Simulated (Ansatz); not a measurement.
**Random rock-salt alloy of CaS and PbS (64 atoms): support functions against a reference**

Aim: test how closely localised support functions follow the reference on random rock-salt alloy of CaS and PbS (64 atoms), and at what cost. A setting counts as converged where the r.m.s. difference of forces stays under 1 % of the r.m.s. force.

Calculated with Ansatz 0.2.0; Kohn-Sham DFT, PBE, PAW (set soft_2), plane waves.

### Step 1. Set-up

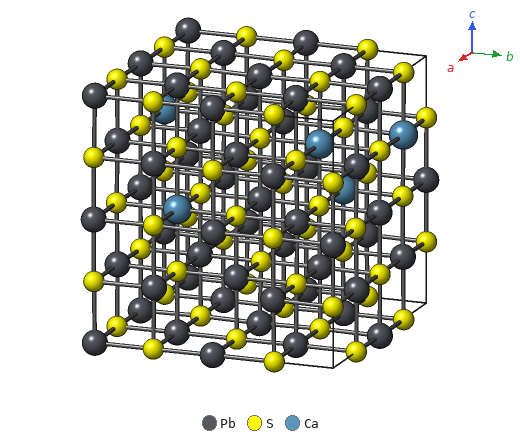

The cell as given, slightly off an axis (lead dark grey, sulfur yellow, calcium blue). Some periodic images of atoms are drawn too.

The cell holds 64 atoms: 28 Pb, 32 S and 4 Ca. Its edges and angles: a = 11.810 Å, b = 11.810 Å, c = 11.810 Å, α = 90.0°, β = 90.0°, γ = 90.0°. It derives from CaS (rock-salt) and PbS, repeated 2×2×2. Rock-salt CaS, 2 x 2 x 2 conventional cells, 28 of 32 Ca sites given to Pb at random (x = 0.875), lattice by Vegard's rule (a = 5.905 Å); not relaxed, displaced by a Gaussian of 0.02 Å.

What the set-up can't give: The host structure and its lattice constant were typed by rule, without a check against the phase diagram. Only the Γ point is sampled, in a cell whose shortest periodic width is 12 Å. Spin–orbit coupling is left out, which matters for the levels of the heavy elements.

### Step 2. Plane-wave single point

This run is the reference for what follows, at a cutoff of 420 eV.

input.yaml reads:

```yaml
crystal:
  lattice:
    - [11.8104, 0.0, 0.0]
    - [0.0, 11.8104, 0.0]
    - [0.0, 0.0, 11.8104]
  atoms:
    - { symbol: Pb, position: [0.00094, 0.00446, 0.00047] }
    - { symbol: S, position: [0.25056, 0.00281, 0.99927] }
    - { symbol: Pb, position: [0.99971, 0.2512, 0.24905] }
    - { symbol: S, position: [0.25225, 0.24835, 0.24748] }
    - { symbol: Pb, position: [0.24919, 0.99901, 0.25236] }
    - { symbol: S, position: [0.99996, 0.99994, 0.24788] }
    - { symbol: Pb, position: [0.24809, 0.24859, 0.00026] }
    - { symbol: S, position: [0.00118, 0.24891, 0.00081] }
    - { symbol: Pb, position: [0.00223, 0.00012, 0.49936] }
    - { symbol: S, position: [0.24728, 0.99755, 0.49763] }
    - { symbol: Pb, position: [0.99844, 0.24934, 0.75013] }
    - { symbol: S, position: [0.2465, 0.24996, 0.74904] }
    - { symbol: Ca, position: [0.2504, 0.00161, 0.74657] }
    - { symbol: S, position: [0.9989, 0.99974, 0.74991] }
    - { symbol: Pb, position: [0.25168, 0.2507, 0.50042] }
    - { symbol: S, position: [0.00101, 0.25008, 0.50119] }
    - { symbol: Pb, position: [0.00041, 0.49692, 0.00127] }
    - { symbol: S, position: [0.24847, 0.50141, 0.99707] }
    - { symbol: Pb, position: [0.99696, 0.74822, 0.2505] }
    - { symbol: S, position: [0.25242, 0.74839, 0.25105] }
    - { symbol: Pb, position: [0.24897, 0.4991, 0.25159] }
    - { symbol: S, position: [0.00377, 0.49952, 0.25176] }
    - { symbol: Pb, position: [0.25041, 0.7516, 0.99926] }
    - { symbol: S, position: [0.99945, 0.75393, 0.00067] }
    - { symbol: Pb, position: [0.99783, 0.49969, 0.49701] }
    - { symbol: S, position: [0.25463, 0.499, 0.50016] }
    - { symbol: Pb, position: [0.99896, 0.74962, 0.75224] }
    - { symbol: S, position: [0.24697, 0.75096, 0.74951] }
    - { symbol: Pb, position: [0.25064, 0.49867, 0.75006] }
    - { symbol: S, position: [0.99838, 0.49722, 0.74822] }
    - { symbol: Ca, position: [0.25007, 0.75084, 0.49928] }
    - { symbol: S, position: [0.9998, 0.75026, 0.50004] }
    - { symbol: Pb, position: [0.5017, 0.00121, 0.99954] }
    - { symbol: S, position: [0.7481, 0.99881, 0.99984] }
    - { symbol: Pb, position: [0.49903, 0.24826, 0.25104] }
    - { symbol: S, position: [0.74997, 0.25113, 0.24884] }
    - { symbol: Pb, position: [0.74794, 0.00059, 0.25095] }
    - { symbol: S, position: [0.50004, 0.00099, 0.24822] }
    - { symbol: Pb, position: [0.74864, 0.24991, 0.00121] }
    - { symbol: S, position: [0.49841, 0.25106, 0.00207] }
    - { symbol: Pb, position: [0.50017, 0.99894, 0.49745] }
    - { symbol: S, position: [0.75145, 0.9979, 0.50089] }
    - { symbol: Pb, position: [0.49898, 0.24867, 0.75124] }
    - { symbol: S, position: [0.75255, 0.25095, 0.75195] }
    - { symbol: Pb, position: [0.74826, 0.00069, 0.75104] }
    - { symbol: S, position: [0.50029, 0.00046, 0.74831] }
    - { symbol: Ca, position: [0.74796, 0.25114, 0.49954] }
    - { symbol: S, position: [0.4979, 0.25044, 0.49884] }
    - { symbol: Pb, position: [0.50128, 0.49795, 0.99865] }
    - { symbol: S, position: [0.75091, 0.4999, 0.00086] }
    - { symbol: Pb, position: [0.50129, 0.75021, 0.25205] }
    - { symbol: S, position: [0.74853, 0.74965, 0.24864] }
    - { symbol: Pb, position: [0.74819, 0.49696, 0.24977] }
    - { symbol: S, position: [0.49625, 0.50327, 0.24818] }
    - { symbol: Pb, position: [0.75366, 0.74833, 0.00291] }
    - { symbol: S, position: [0.49888, 0.75057, 0.00212] }
    - { symbol: Pb, position: [0.49973, 0.50081, 0.50086] }
    - { symbol: S, position: [0.75199, 0.49924, 0.49937] }
    - { symbol: Ca, position: [0.5023, 0.7497, 0.74989] }
    - { symbol: S, position: [0.75098, 0.74828, 0.74941] }
    - { symbol: Pb, position: [0.75246, 0.49989, 0.74784] }
    - { symbol: S, position: [0.50092, 0.50059, 0.74793] }
    - { symbol: Pb, position: [0.74896, 0.7522, 0.49997] }
    - { symbol: S, position: [0.50122, 0.74738, 0.50004] }
kpoints:
  mp_grid: { grid: [1, 1, 1] }
hamiltonian:
  xc: pbe
scf:
  occupations: { method: fermi_dirac, width: 0.05 }
output:
  forces: true
  stress: true
  populations: intrinsic
  dos:
    method: { smearing: { sigma: 0.1 } }
    de: 0.1
    projected: { site_lists: { Ca: [Ca], Pb: [Pb], S: [S] } }
  eigenvalues: true
  write_density: true
  write_potential: true
  volumetric_format: npy
  elf: true
```

Started as:

```
ansatz run input.yaml --threads 4 --pin off --max-ram 8192MiB --backend cpu --events-out ev --progress --plain --runs-dir out
```

Numbers of over 12 decimals in the logs are rounded to 6 here.

Log:

```text
Engine: ansatz 0.2.0, aarch64-unknown-linux-gnu
Pseudopotentials: kind: paw
Pseudopotential: Pb, paw, valence charge 14, recommended cutoff 420 eV (normal), Pb.paw.azcp
Pseudopotential: S, paw, valence charge 6, recommended cutoff 420 eV (normal), S.paw.azcp
Pseudopotential: Ca, paw, valence charge 10, recommended cutoff 420 eV (normal), Ca.paw.azcp
Functional definition: PBE
  parameter kappa = 0.804
  parameter beta = 0.066725
  exchange = pbe_x(kappa = kappa, mu = beta*pi^2/3)
  correlation = pbe_c(beta = beta)
Crystal: 64 atoms, lattice volume = 1647.380 Å³
Basis set: ecut = 420 eV, 32231 PW (Γ), exchange–correlation on 160×160×160 points (8 copies of the dense FFT grid, shifted against one another)
Bands: 376, of which v1, the nominal top of the filled ones, is band 312 counted from 1 (311 counted from 0)
Symmetry: 1 space group operations
Space group: P1 (ITA 1), of the structure as read, at distance tolerance 1.2e-4 Å
k-points: 1
Non-local potential: Pb, projectors of the file, l = 0: 2, l = 1: 2, l = 2: 2, l = 3: 2
Non-local potential: S, projectors of the file, l = 0: 2, l = 1: 2, l = 2: 2
Non-local potential: Ca, projectors of the file, l = 0: 3, l = 1: 2, l = 2: 2
PAW form: soft (Blöchl's): semilocal exchange-correlation on the pseudo side does not see the compensation charge
PAW one-centre angular grid: Pb, 590 points (default); XC on 64 Gauss nodes
PAW one-centre angular grid: S, 110 points (default); XC on 64 Gauss nodes
PAW one-centre angular grid: Ca, 110 points (default); XC on 64 Gauss nodes
Initial density: superposition of atomic densities (neutral atoms: chi_scale 0, normalization atom), corrected by the library's trained network
Initial wavefunctions: pseudopotential atomic-orbital guess
Functional: x = pbe(κ = 0.804, μ = 0.219515), c = pbe(β = 0.066725)
SCF iter   1: F=—  HF=-369546.601136 eV  |F-HF|=—  |Δ(HF+E_count)|=         —  Δρ=6.20e-3  dr2=9.94e-1  ethr=1.77e-3  ⟨swp⟩=8.0  Hψ=1657  notcnv=0  defer=24
preconditioner: auto → Resta (q_TF=auto, 2.321 Å⁻¹)  ε∞=3.7  [insulator: Δε(μ)=0.477 eV  Ē_g=13.874 eV  σ=0.050 eV  W_gap=0.98  n_scr=364 (ndim 8)  ℏωp=22.7 eV  f_vac=0.000  D(μ)=0.89/eV (n_scr^D=0)  ε∞_Penn≈3.7]
SCF iter   2: F=—  HF=-369546.396708 eV  |F-HF|=—  |Δ(HF+E_count)|=   2.04e-1  Δρ=2.69e-3  dr2=1.25e-1  ethr=1.59e-4  ⟨swp⟩=2.0  Hψ=490  notcnv=0  defer=42
SCF iter   3: F=—  HF=-369546.383140 eV  |F-HF|=—  |Δ(HF+E_count)|=   1.36e-2  Δρ=9.79e-4  dr2=1.81e-2  ethr=2.00e-5  ⟨swp⟩=2.0  Hψ=431  notcnv=0  defer=42
SCF iter   4: F=—  HF=-369546.382923 eV  |F-HF|=—  |Δ(HF+E_count)|=   2.16e-4  Δρ=2.27e-4  dr2=2.05e-3  ethr=2.90e-6  ⟨swp⟩=2.0  Hψ=458  notcnv=0  defer=42
SCF iter   5: F=—  HF=-369546.382887 eV  |F-HF|=—  |Δ(HF+E_count)|=   3.65e-5  Δρ=7.40e-5  dr2=1.06e-4  ethr=3.29e-7  ⟨swp⟩=2.0  Hψ=438  notcnv=0  defer=42
SCF iter   6: F=—  HF=-369546.383043 eV  |F-HF|=—  |Δ(HF+E_count)|=   1.56e-4  Δρ=2.44e-5  dr2=2.71e-5  ethr=1.70e-8  ⟨swp⟩=2.0  Hψ=493  notcnv=0  defer=42
SCF iter   7: F=—  HF=-369546.385002 eV  |F-HF|=—  |Δ(HF+E_count)|=   1.96e-3  Δρ=8.45e-6  dr2=2.36e-6  ethr=4.34e-9  ⟨swp⟩=2.0  Hψ=688  notcnv=0  defer=42
SCF iter   8: F=—  HF=-369546.385003 eV  |F-HF|=—  |Δ(HF+E_count)|=   7.31e-7  Δρ=3.26e-6  dr2=3.12e-7  ethr=3.79e-10  ⟨swp⟩=2.0  Hψ=457  notcnv=0  defer=42
SCF iter   9: F=—  HF=-369546.385003 eV  |F-HF|=—  |Δ(HF+E_count)|=   2.83e-7  Δρ=1.65e-6  dr2=1.69e-7  ethr=1.60e-11  ⟨swp⟩=23.0  Hψ=3459  notcnv=0
SCF iter  10: F=-369546.385003 eV  HF=-369546.385003 eV  |F-HF|=2.79e-9  |Δ(HF+E_count)|=  9.31e-10  Δρ=4.24e-7  dr2=4.33e-9  ethr=1.60e-11  ⟨swp⟩=9.0  Hψ=2141  notcnv=0
SCF 1 converged in 10 iterations: F = -369546.385003 eV  dr2 = 4.33e-9
  greatest PAW one-centre occupation: 0.995 electrons in one spin orbital (limit 2), on the Ca atom at site 12 (counted from 0), in its partial waves of l = 0
SCF converged after 10 iterations
Free energy (F): -369546.385003 eV
Harris-Foulkes:  -369546.385003 eV  (|F-HF|=2.79e-9)
Internal energy: -369546.365544 eV  (E = F + TS)
E sigma→0 (E₀):  -369546.375274 eV
Entropy (-TS):   -0.019459 eV (-0.304 meV/atom)
Fermi energy:    8.614872 eV
--- Per-component energies (eV) ---
  E_band       = -2068.484507
  E_kinetic    = 12601.958932
  E_local      = -37887.597788  (includes V_loc(G=0)·N_el)
  E_nonlocal   = 10961.104516
  E_hartree    = 14562.467590
  E_xc         = -9883.209011
  E_vxc        = -7241.151048  (∫ρ·V_xc dr)
  E_paw        = -313906.246078  (= ΣΔE_a)
  E_vpaw       = -9627.735151  (= ΣTr[D̂ρ^β])
  E_aug_tail   = 0.001402  (compensation charges beyond the density's cutoff)
  E_ewald      = -45994.845108
  E_smearing   = -0.019459  (= −TS)
  E_closure    = 0.000000  (closes the sum)
  Σ components = -369546.385003   (vs F -369546.385003, Δ=0.00e0)
--- Forces (eV/Å), atoms counted from 1 ---
  atom   1  Pb    -0.00824267    -0.18499701     0.05878902
  atom   2  S     -0.02991269    -0.02665342    -0.32209934
  atom   3  Pb     0.07412743    -0.12022612     0.06181870
  atom   4  S     -0.03226283     0.09812511    -0.17769400
  atom   5  Pb    -0.08618898    -0.01005932    -0.22707986
  atom   6  S     -0.12784907     0.01210661     0.01049400
  atom   7  Pb     0.08467637     0.08944605     0.10148600
  atom   8  S     -0.00774427     0.16823177     0.12643780
  atom   9  Pb    -0.11625644    -0.00083289    -0.02688559
  atom  10  S      0.22700094    -0.37166655     0.45974802
  atom  11  Pb    -0.01003204     0.08618726    -0.05646159
  atom  12  S      0.20621335    -0.34268634     0.04983427
  atom  13  Ca    -0.13300681    -0.01607971     0.17632827
  atom  14  S      0.30213728    -0.01045667    -0.12400733
[...]
atom  63  Pb     0.19964066    -0.08151555     0.04816871
  atom  64  S     -0.48458953     0.20838245     0.46330355
  max |Σ_I F_I| component: 1.50e-5 eV/Å
--- Stress (GPa, compression-positive) ---
        4.428354       0.011478      -0.009180
        0.011478       4.358153       0.003991
       -0.009180       0.003991       4.370431
  P = ⅓ Tr σ = 4.3856 GPa (43.856 kbar)
--- Band table (eV) ---
  k-point 0: bands = ["-32.5005", "-32.4895", "-32.4756", "-32.4200", [... 360 levels ...], "11.9075", "11.9242", "11.9636", "11.9936", "12.0371", "12.3456", "12.3758", "12.4538", "12.6111", "12.6710", "12.6898", "12.7183"]
--- intrinsic populations: 64 sites ---
  site symbol       q [e]
     0     Pb     13.4459
     1      S      6.6929
     2     Pb     13.4482
[...]
63      S      6.8221
  spilling = 0.000000 (of n_electrons = 624.000000)
```

It took 26 s on 4 threads of Arm Neoverse V2, shared host; peak memory 2 GiB; 97 s of CPU time.

Read from the output:

```yaml
free_energy: -369546.3850 eV
free_energy_per_atom: -5774.1623 eV/atom
scf_cycles: 10
pressure: 4.386 GPa
r_m_s_force_component: 0.1686 eV/Å
longest_force: 0.7305 eV/Å
fermi_energy: 8.615 eV
spacing_of_highest_filled_and_lowest_empty_level: 0.4352 eV
```

The r.m.s. force component of 0.17 eV/Å sets the scale for the differences below.

### Step 3. Support functions low

The cell is solved in localised support functions.

This step: Kohn-Sham DFT, PBE, PAW (set soft_2), localised support functions (low) (Ansatz 0.2.0).

input.yaml, the sections that differ from step 2:

```yaml
scf:
  occupations: { method: fermi_dirac, width: 0.05 }
  eigensolver: { kind: { support_functions: { accuracy: low } } }
  max_iter: 150
output:
  forces: true
  eigenvalues: true
# crystal, kpoints, hamiltonian: as in step 2
```

Log:

```text
Warning: scf.eigensolver.kind.support_functions: disabling space-group detection — the functions' gradient is summed over unrotated k-points, so no spatial operation reduces the k-mesh or symmetrises the density; time reversal is kept, so that k and −k are solved as one point where they differ and the mesh holds both, and exact exchange and, on two spinor components, a DFT+U term hold to it where the run has them: [...]
settings of this run that can trade accuracy for cost: scf.eigensolver.kind.support_functions; scf.eigensolver.kind.support_functions.accuracy: low [...]
[...]
Crystal: 64 atoms, lattice volume = 1647.380 Å³
Basis set: ecut = 420 eV, 32231 PW (Γ), exchange–correlation on 160×160×160 points (8 copies of the dense FFT grid, shifted against one another)
Bands: 375, of which v1, the nominal top of the filled ones, is band 312 counted from 1 (311 counted from 0)
Symmetry: 1 space group operations
k-points: 1
[...]
SCF iter   1: F=—  HF=-369496.304308 eV  |F-HF|=—  |Δ(HF+E_count)|=         —  Δρ=3.13e-2  dr2=6.31e1  ethr=1.00e-1
[...]
SCF iter   9: F=—  HF=-369546.383404 eV  |F-HF|=—  |Δ(HF+E_count)|=   5.14e-3  Δρ=4.85e-5  dr2=5.15e-5  ethr=6.64e-8  κ⁻¹=4.6e-7(r=7)
SCF iter  10: F=-369546.386947 eV  HF=-369546.386951 eV  |F-HF|=4.26e-6  |Δ(HF+E_count)|=   3.55e-3  Δρ=1.48e-5  dr2=8.35e-6  ethr=8.25e-9
SCF 1 converged in 10 iterations: F = -369546.418427 eV  dr2 = 8.35e-6
[...]
SCF converged after 10 iterations
Stability not checked: this state was not tested for a lower state beside it, because the mixer in use, unlike msr1, does not test its closes by its own steps (another_mixer; see scf.mixing.algorithm and scf.lower_state_search)
Free energy (F): -369546.418427 eV
[...]
Internal energy: -369546.399112 eV  (E = F + TS)
E sigma→0 (E₀):  -369546.408769 eV
Entropy (-TS):   -0.019315 eV (-0.302 meV/atom)
Fermi energy:    8.615236 eV
[...]
Σ components = -369546.418427   (vs F -369546.418427, Δ=0.00e0)
--- Forces (eV/Å), atoms counted from 1 ---
  atom   1  Pb    -0.00818480    -0.18435563     0.05841133
  atom   2  S     -0.02934065    -0.02632482    -0.32160725
  atom   3  Pb     0.07373546    -0.12044080     0.06262772
  atom   4  S     -0.03165054     0.09800355    -0.17806814
[...]
atom  64  S     -0.48434566     0.20904695     0.46248017
  max |Σ_I F_I| component: 5.94e-3 eV/Å
--- Band table (eV) ---
[...]
```

Wall time 77 s (4 threads); peak memory 3.3 GiB.

The program notes that the band table was not solved further than the SCF left it and it switched symmetry off.

Keys that differ from the reference: support_functions.accuracy = "low" and scf.max_iter = 150.

Forces differ from the reference by 0.46 meV/Å r.m.s., 0.27 % of their size, well within a tolerance of 1 %; the energy by -0.52 meV/atom. It took 77 s and 10 cycles; the reference's time can't be set against it, since the two runs asked for unlike analyses.

### Step 4. Support functions medium

The cell is solved in localised support functions.

This step: Kohn-Sham DFT, PBE, PAW (set soft_2), localised support functions (medium) (Ansatz 0.2.0).

input.yaml, the sections that differ from step 3:

```yaml
scf:
  occupations: { method: fermi_dirac, width: 0.05 }
  eigensolver: { kind: { support_functions: { accuracy: medium } } }
  max_iter: 150
# crystal, kpoints, hamiltonian, output: as in step 3
```

Log:

```text
[...]
Crystal: 64 atoms, lattice volume = 1647.380 Å³
Basis set: ecut = 420 eV, 32231 PW (Γ), exchange–correlation on 160×160×160 points (8 copies of the dense FFT grid, shifted against one another)
Bands: 375, of which v1, the nominal top of the filled ones, is band 312 counted from 1 (311 counted from 0)
Symmetry: 1 space group operations
k-points: 1
[...]
SCF iter   1: F=—  HF=-369496.304308 eV  |F-HF|=—  |Δ(HF+E_count)|=         —  Δρ=3.13e-2  dr2=6.31e1  ethr=1.00e-1
[...]
SCF iter  10: F=—  HF=-369546.386951 eV  |F-HF|=—  |Δ(HF+E_count)|=   3.55e-3  Δρ=1.48e-5  dr2=8.35e-6  ethr=8.25e-9  κ⁻¹=4.4e-7(r=7)
SCF iter  11: F=-369546.389616 eV  HF=-369546.389616 eV  |F-HF|=3.77e-8  |Δ(HF+E_count)|=   2.66e-3  Δρ=5.91e-6  dr2=7.01e-7  ethr=1.34e-9
SCF 1 converged in 11 iterations: F = -369546.418445 eV  dr2 = 7.01e-7
[...]
SCF converged after 11 iterations
[...]
Free energy (F): -369546.418445 eV
[...]
Internal energy: -369546.399104 eV  (E = F + TS)
E sigma→0 (E₀):  -369546.408775 eV
Entropy (-TS):   -0.019341 eV (-0.302 meV/atom)
Fermi energy:    8.615270 eV
[...]
Σ components = -369546.418445   (vs F -369546.418445, Δ=0.00e0)
--- Forces (eV/Å), atoms counted from 1 ---
  atom   1  Pb    -0.00808122    -0.18427846     0.05843904
  atom   2  S     -0.02945348    -0.02642546    -0.32157494
  atom   3  Pb     0.07380845    -0.12041825     0.06260783
  atom   4  S     -0.03172189     0.09790797    -0.17799354
[...]
atom  64  S     -0.48410221     0.20897956     0.46237976
  max |Σ_I F_I| component: 5.42e-3 eV/Å
--- Band table (eV) ---
[...]
```

Wall time 84 s (4 threads); peak memory 3.3 GiB; 5.4 min of CPU time.

Keys that differ from the reference: support_functions.accuracy = "medium" and scf.max_iter = 150.

Forces differ from the reference by 0.41 meV/Å r.m.s., 0.25 % of their size, well within a tolerance of 1 %; the energy by -0.52 meV/atom. It took 84 s and 11 cycles; the reference's time can't be set against it, since the two runs asked for unlike analyses.

### Step 5. Support functions medium, radius 3.53 Å

The radius confines each support function; a larger one gives more freedom and more work per atom.

input.yaml, the sections that differ from step 4:

```yaml
scf:
  occupations: { method: fermi_dirac, width: 0.05 }
  eigensolver: { kind: { support_functions: { accuracy: medium, radius: 3.53 } } }
  max_iter: 150
# crystal, kpoints, hamiltonian, output: as in step 4
```

Log:

```text
Warning: scf.eigensolver.kind.support_functions: disabling space-group detection — the functions' gradient is summed over unrotated k-points, so no spatial operation reduces the k-mesh or symmetrises the density; time reversal is kept, so that k and −k are solved as one point where they differ and the mesh holds both, and exact exchange and, on two spinor components, a DFT+U term hold to it where the run has them: [...]
settings of this run that can trade accuracy for cost: scf.eigensolver.kind.support_functions [...]
Engine: ansatz 0.2.0, aarch64-unknown-linux-gnu
Pseudopotentials: kind: paw
Pseudopotential: Pb, paw, valence charge 14, recommended cutoff 420 eV (normal), Pb.paw.azcp
Pseudopotential: S, paw, valence charge 6, recommended cutoff 420 eV (normal), S.paw.azcp
Pseudopotential: Ca, paw, valence charge 10, recommended cutoff 420 eV (normal), Ca.paw.azcp
[... 5 lines on functional and potentials left out ...]
Error: SCF: the radius of support functions is under 4.20 Å, the least for these sites at the functions' level (scf.eigensolver.kind.support_functions.accuracy). Use scf.eigensolver.kind: auto, or type scf.eigensolver.kind.support_functions.radius at least as long, [...]
```

Elapsed: 1.6 s, on 4 threads; peak memory 0.33 GiB.

The program refuses radii under 4.20 Å for these atoms at this level.

(Part 1 of 2 ends here.)

[Logs are printed without paths, hosts, clocks, repeated set-up lines and the standing remarks that a program may print on its own settings, such as how far it seeks lower states.]

[Hosts, paths, dates, database ids (printed as entryN), source tags and the programs' standing remarks are cut or masked in the printed files.]
